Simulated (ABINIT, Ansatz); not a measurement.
# A GW chain in ABINIT: Li2SnF6 (P-31m), part 3 of 3

Aim: the G0W0 gap of Li2SnF6 (P-31m) on PBEsol, step by step.

ABINIT 10.8.3; PBEsol and many-body steps on it, plane waves. Known limits of the many-body steps: not at the basis limit; exchange with frozen shells missing; no spin-orbit coupling; coarse k mesh.

So far. Step 3 (Bands along the symmetry lines): The gap is 5.205 eV, as in the run before at this level. Step 4 (Empty states on the mesh, 3×3×2 mesh, 202 bands): On this mesh the gap is 5.229 eV.

## (5) Screening, 3×3×2 mesh, 184 bands, screening to 176.9 eV

The RPA dielectric matrix is built and inverted for each q.

This step: RPA screening on PBEsol, plane waves, norm-conserving pseudopotentials.

run.abi reads:

```
acell 3*1.0 Angstrom
rprim 
  4.909513934494 -0.000000000024 0.000000000000
  -2.454756967227 4.251763787517 0.000000000000
  0.000000000000 0.000000000000 4.538039080000
ntypat 3
znucl 3 50 9
natom 9
typat 1 1 2 3 3 3 3 3 3
xred 
  0.666666666667 0.333333333333 0.500000000000
  0.333333333333 0.666666666667 0.500000000000
  0.000000000000 0.000000000000 0.000000000000
  0.329091060000 0.329091060000 0.255027190000
  0.670908940000 0.670908940000 0.744972810000
  0.670908940000 0.000000000000 0.255027190000
  0.329091060000 0.000000000000 0.744972810000
  0.000000000000 0.670908940000 0.255027190000
  0.000000000000 0.329091060000 0.744972810000
pp_dirpath "pseudos"
pseudos "Li.upf, Sn.upf, F.upf"
ecut 36
ngkpt 3 3 2
nshiftk 1
shiftk 0 0 0
kptopt 1
chksymbreak 0
istwfk *1
occopt 1
irdwfk 1
optdriver 3
nband 184
ecuteps 6.5
inclvkb 2
awtr 1
symchi 1
indata_prefix "in"
outdata_prefix "out"
tmpdata_prefix "tmp"
```

Command:

```console
OMP_NUM_THREADS=1 mpirun -n 4 abinit run.abi > log
```

Numbers of over 12 decimals in the logs are rounded to 6 here.

What it wrote:

```text
.Version 10.8.3 of ABINIT. v10.8.2 released Aug 2026.

 Symmetries : space group P-3 1 m (#162); Bravais hP (primitive hexag.)
[... echo of the input left out ...]
== DATASET  1 ==================================================================
-   mpi_nproc: 4, omp_nthreads: 1 (-1 if OMP is not activated)

--- !DatasetInfo
iteration_state: {dtset: 1, }
dimensions: {natom: 9, nkpt: 6, mband: 184, nsppol: 1, nspinor: 1, nspden: 1, mpw: 6636, }
cutoff_energies: {ecut:  36.0, pawecutdg:  -1.0, }
electrons: {nelect:   6.20000000E+01, charge:   0.00000000E+00, occopt:   1.00000000E+00, tsmear:   1.00000000E-02, }

 SCREENING: Calculation of the susceptibility and dielectric matrices

 Based on a program developped by R.W. Godby, V. Olevano, G. Onida, and L. Reining.
 Incorporated in ABINIT by V. Olevano, G.-M. Rignanese, and M. Torrent.
.Using double precision arithmetic ; gwpc =  8

[... cell and pseudopotentials left out ...]
--------------------------------------------------------------------------------

 ==== K-mesh for the wavefunctions ====
 Number of points in the irreducible wedge :     6
[... list of points left out ...]
 Together with 12 symmetry operations and time-reversal symmetry
 yields    18 points in the full Brillouin Zone.

 ==== Q-mesh for the screening function ====
 Number of points in the irreducible wedge :     6
[... list of points left out ...]
 Together with 12 symmetry operations and time-reversal symmetry
 yields    18 points in the full Brillouin Zone.

 setmesh: FFT mesh size selected  =    32x   32x   36
          total number of points  =        36864

 vcoul_init : cutoff-mode = AUXILIARY_FUNCTION
 q-points for optical limit:   1
     1)      0.000010    0.000020    0.000030

- screening: taking advantage of time-reversal symmetry
- Maximum band index for partially occupied states nbvw = 31
- Remaining bands to be divided among processors   nbcw = 153
- Number of bands treated by each node ~38

 Number of electrons calculated from density =   62.0000; Expected =   62.0000
 average of density, n =  0.096988
 r_s =    1.3502
 omega_plasma =   30.0411 [eV]

 calculating chi0 at frequencies [eV] :
  1    0.000000E+00    0.000000E+00
  2    0.000000E+00    3.004106E+01

--------------------------------------------------------------------------------
  q-point number  1        q = ( 0.000000, 0.000000, 0.000000) [r.l.u.]
--------------------------------------------------------------------------------
[... chi0 elements left out ...]
 For q-point:  0.000010 0.000020 0.000030
  dielectric constant =   2.2355
  dielectric constant without local fields =   2.4347

  Average fulfillment of the sum rule on Im[epsilon] for q-point    1 :     60.61  [%]
[... wings left out ...]
  q-point number  2        q = ( 0.333333, 0.000000, 0.000000) [r.l.u.]
--------------------------------------------------------------------------------
[... chi0 elements left out ...]
  Average fulfillment of the sum rule on Im[epsilon] for q-point    2 :     69.76  [%]

 [... 4 further q-points ...]
```

Elapsed: 3.9 min, on 4 MPI ranks of Arm Neoverse N1, shared host; peak memory 1.6 GiB; 16 min of CPU time.

Numbers from this step:

```
ε∞ with local fields, on this mesh, along the program's q direction : 2.236
the same without local fields                                       : 2.435
plasma frequency                                                    : 30.04 eV
plane waves in the screening matrix                                 : 525
```

Local fields lower ε∞ by 8 %. On a Γ-centred mesh this coarse the value itself is usually too large, while a short band sum pulls it down.

## (6) Self-energy, 3×3×2 mesh, 184 bands, screening to 176.9 eV

The self-energy is evaluated for the states that the input lists, and the levels follow from it, in one-shot runs by the linearised quasiparticle equation.

This step: G0W0 on PBEsol, plane waves, norm-conserving pseudopotentials.

Edit run.abi of step 5 so:

```diff
@@ -30,8 +30,17 @@
 irdwfk 1
-optdriver 3
+optdriver 4
 nband 184
+gwcalctyp 0
+ecutsigx 36
+symsigma 1
+nkptgw 2
+kptgw 
+  0.3333333333 0.0000000000 0.0000000000
+  0.0000000000 0.0000000000 0.0000000000
+bdgw 
+  30 33
+  29 33
 ecuteps 6.5
-inclvkb 2
-awtr 1
-symchi 1
+irdscr 1
+ppmodel 1
 indata_prefix "in"
```

What it wrote:

```text
.Version 10.8.3 of ABINIT. v10.8.2 released Aug 2026.

 Symmetries : space group P-3 1 m (#162); Bravais hP (primitive hexag.)
[... echo of the input left out ...]
== DATASET  1 ==================================================================
-   mpi_nproc: 4, omp_nthreads: 1 (-1 if OMP is not activated)

--- !DatasetInfo
iteration_state: {dtset: 1, }
dimensions: {natom: 9, nkpt: 6, mband: 184, nsppol: 1, nspinor: 1, nspden: 1, mpw: 6636, }
cutoff_energies: {ecut:  36.0, pawecutdg:  -1.0, }
electrons: {nelect:   6.20000000E+01, charge:   0.00000000E+00, occopt:   1.00000000E+00, tsmear:   1.00000000E-02, }

 SIGMA: Calculation of the GW corrections

 Based on a program developped by R.W. Godby, V. Olevano, G. Onida, and L. Reining.
 Incorporated in ABINIT by V. Olevano, G.-M. Rignanese, and M. Torrent.
.Using double precision arithmetic ; gwpc =  8

[... cell and pseudopotentials left out ...]
--------------------------------------------------------------------------------

 ==== K-mesh for the wavefunctions ====
 Number of points in the irreducible wedge :     6
[... list of points left out ...]
 Together with 12 symmetry operations and time-reversal symmetry
 yields    18 points in the full Brillouin Zone.

 ==== Q-mesh for screening function ====
 Number of points in the irreducible wedge :     6
[... list of points left out ...]
 Together with 12 symmetry operations and time-reversal symmetry
 yields    18 points in the full Brillouin Zone.

 vcoul_init : cutoff-mode = AUXILIARY_FUNCTION
 q-points for optical limit:   1
     1)      0.000010    0.000020    0.000030
 setmesh: FFT mesh size selected  =    45x   45x   48
          total number of points  =        97200

 Number of electrons calculated from density =   62.0000; Expected =   62.0000
 average of density, n =  0.096988
 r_s =    1.3502
 omega_plasma =   30.0411 [eV]

 === KS Band Gaps ===
  >>>> For spin  1
   Minimum direct gap =   5.2491 [eV], located at k-point      :   0.0000  0.0000  0.0000
   Fundamental gap    =   5.2291 [eV], Top of valence bands at :   0.3333  0.0000  0.0000
                                       Bottom of conduction at :   0.0000  0.0000  0.0000
 SIGMA fundamental parameters:
 PLASMON POLE MODEL  1
 number of plane-waves for SigmaX                 6587
 number of plane-waves for SigmaC and W            525
 number of plane-waves for wavefunctions          6587
 number of bands                                   184
 number of independent spin polarizations            1
 number of spinorial components                      1
 number of k-points in IBZ                           6
 number of q-points in IBZ                           6
 number of symmetry operations                      12
 number of k-points in BZ                           18
 number of q-points in BZ                           18
 number of frequencies for dSigma/dE                 9
 frequency step for dSigma/dE [eV]                0.25
 number of omega for Sigma on real axis              0
 max omega for Sigma on real axis  [eV]           0.00
 zcut for avoiding poles [eV]                     0.10

 EPSILON^-1 parameters (SCR file):
 dimension of the eps^-1 matrix on file            525
 dimension of the eps^-1 matrix used               525
 number of plane-waves for wavefunctions          6587
 number of bands                                   184
 number of q-points in IBZ                           6
 number of frequencies                               2
 number of real frequencies                          1
 number of imag frequencies                          1

 matrix elements of self-energy operator (all in [eV])

 Perturbative Calculation

--- !SelfEnergy_ee
iteration_state: {dtset: 1, }
kpoint     : [   0.333,    0.000,    0.000, ]
spin       : 1
KS_gap     :    6.037
QP_gap     :   10.110
Delta_QP_KS:    4.073
data: !SigmaeeData |
     Band     E0 <VxcDFT>   SigX SigC(E0)      Z dSigC/dE  Sig(E)    E-E0       E
       30  -0.842 -22.670 -30.547   5.401   0.815  -0.228 -24.687  -2.017  -2.860
       31  -0.698 -22.820 -30.754   5.462   0.815  -0.227 -24.834  -2.013  -2.712
       32   5.339 -18.184 -13.495  -2.290   0.859  -0.165 -16.124   2.059   7.398
       33   9.720 -14.006  -8.909  -2.943   0.872  -0.147 -12.127   1.879  11.598

--- !SelfEnergy_ee
iteration_state: {dtset: 1, }
kpoint     : [   0.000,    0.000,    0.000, ]
spin       : 1
KS_gap     :    5.249
QP_gap     :    9.074
Delta_QP_KS:    3.825
data: !SigmaeeData |
     Band     E0 <VxcDFT>   SigX SigC(E0)      Z dSigC/dE  Sig(E)    E-E0       E
       29  -0.854 -22.768 -30.553   5.348   0.815  -0.228 -24.753  -1.985  -2.838
       30  -0.854 -22.768 -30.553   5.348   0.815  -0.228 -24.753  -1.985  -2.838
       31  -0.718 -22.877 -30.733   5.412   0.815  -0.227 -24.869  -1.992  -2.710
       32   4.531 -16.624 -12.130  -2.376   0.866  -0.155 -14.791   1.834   6.364
       33  10.132 -12.029  -6.840  -3.231   0.876  -0.141 -10.313   1.716  11.848

== END DATASET(S) ==============================================================
================================================================================

 -outvars: echo values of variables after computation  --------
           etotal      0.0000000000E+00
            nband         184
             nkpt           6
          spgroup         162
 [... the other variables as echoed above ...]

 Calculation completed.
```

Elapsed: 87 s, on 4 MPI ranks; peak memory 1.5 GiB.

This step gave:

```yaml
g0w0_gap_on_the_points_computed: 9.074 eV
starting_gap_on_the_mesh: 5.229 eV
k_of_the_valence_top: 0, 0, 0
k_of_the_conduction_bottom: 0, 0, 0
z_at_the_valence_top: 0.815
z_at_the_conduction_bottom: 0.866
least_direct_g0w0_gap_on_the_computed_points: 9.074 eV
```

The gap on the mesh goes from 5.23 eV to 9.07 eV, a correction of +3.84 eV. The start differs from the 5.20 eV found before because the two sample other k points.

Limits: finite bands, cutoff and mesh; exchange with frozen shells missing; no spin-orbit coupling; coarse k mesh. v1 is the top filled band, c1 the lowest empty one. Levels before and after the correction, in eV, zero at the valence-band top of each column:

|  | conduction bottom | valence top |
| --- | --- | --- |
| Kohn-Sham | 5.23 | 0.00 |
| G0W0 | 9.07 | 0.00 |

|  | level | energy (eV) |
| --- | --- | --- |
| Kohn-Sham | Γ v3-v2 | -0.155 |
| Kohn-Sham | Γ v1 | -0.020 |
| Kohn-Sham | Γ c1 | 5.229 |
| Kohn-Sham | Γ c2 | 10.830 |
| G0W0 | Γ v3-v2 | -0.128 |
| G0W0 | Γ v1 | 0.000 |
| G0W0 | Γ c1 | 9.074 |
| G0W0 | Γ c2 | 14.558 |

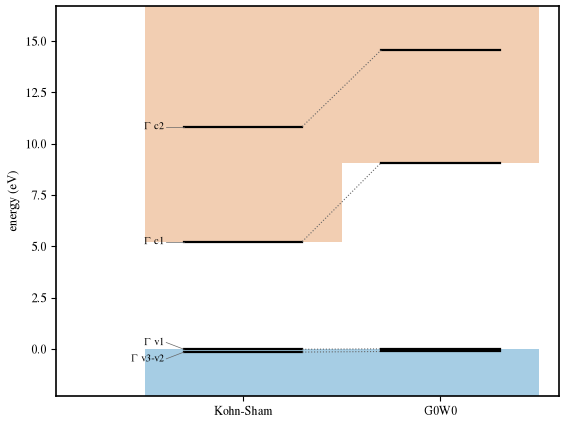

Levels before and after the correction. Shaded: valence and conduction bands.

## (7) Where the time went

Times are wall times on 4 MPI ranks of Arm Neoverse N1, shared host, good to a factor of about two.

| step | time | share | memory (GiB) |
| --- | --- | --- | --- |
| ground state | 2.2 min | 19 % | 0.45 |
| bands along the symmetry lines | 99 s | 14 % | 0.46 |
| empty states on the mesh | 2.8 min | 23 % | 0.46 |
| screening | 3.9 min | 33 % | 1.6 |
| self-energy | 87 s | 12 % | 1.5 |

## (8) Outcome

| Property | Result |
| --- | --- |
| PBEsol gap | 5.20 eV, indirect (only 44 meV under the direct gap) |
| G0W0 gap on the mesh | 9.07 eV |
| G0W0 gap over the zone (rigid shift) | 9.05 eV |
| GW settings | 3×3×2 mesh, 184 bands, screening to 176.9 eV, Godby-Needs plasmon pole |
| known limits | not at the basis limit; exchange with frozen shells missing; no spin-orbit coupling; coarse k mesh |

In words: G0W0 moves the gap on the mesh from 5.23 eV to 9.07 eV (+3.84 eV), with Z of 0.81 and 0.87 at the edges. The mesh misses the band edges by 0.02 eV in all; a rigid shift gives 9.05 eV for the zone. Local fields lower the RPA ε∞ on this mesh from 2.43 to 2.24; a Γ-centred mesh this coarse tends to raise both, most where the direct gap is narrow, while a short band sum lowers them. Only 2 of the mesh's irreducible points were corrected, so a valley elsewhere could overtake. Bands and cutoff are finite, so the gap is not at the basis limit. The miss can reach some tenths of an eV and take either sign; the mesh is an error of its own. In the G0W0 run levels were corrected at 2 k points alone, so a gap called «on the mesh» is the least over those, and an edge elsewhere would be missed. The 3×3×2 mesh is coarse for this cell, which bears on the long-range parts of exchange and screening. The norm-conserving file of at least one element keeps a d shell over frozen s and p shells of the same row. Exchange with those shells is missing from the self-energy, an error of 0.3 to 0.9 eV in cases checked, whose sign depends on which edge lies on those atoms. The many-body steps are scalar-relativistic: spin-orbit coupling is not in them.

[Paths, hosts, dates, memory and timing lines, banners, echoed tables and standing remarks are left out of the program output.]

[Logs are printed without paths, hosts, clocks, repeated set-up lines and the standing remarks that a program may print on its own settings, such as how far it seeks lower states.]

[Runs of the session that timed out or met a known fault of the program may be left out.]

[Hosts, paths, dates, database ids (printed as entryN), source tags and the programs' standing remarks are cut or masked in the printed files.]

[G0W0 gaps are taken among the corrected bands and points alone; a level outside them can change the order at an edge.]

[Where Ansatz stands beside ABINIT at settings called matched, ABINIT's density can come from a denser mesh and the files from another edition; pairs whose starting gaps differed by over 0.03 eV were left out, so agreement reads better than it is.]
